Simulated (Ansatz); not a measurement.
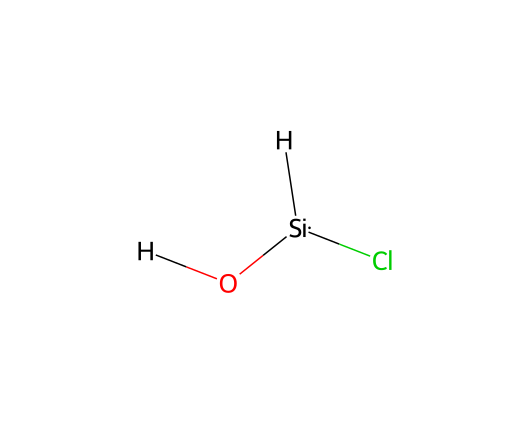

Charge 0, doublet. Computed geometry: PBE0-D4/def2-TZVP optimisation. No frequency run is at hand to confirm it as a minimum. Properties computed with UHF-CCSD(T), frozen core/def2-TZVPP (Ansatz 0.2.0).

Predict the main results.

The species is ClH₂OSi (`O[SiH]Cl`).
- ⟨S²⟩ of the determinant: 0.755
- T1 diagnostic: 0.014
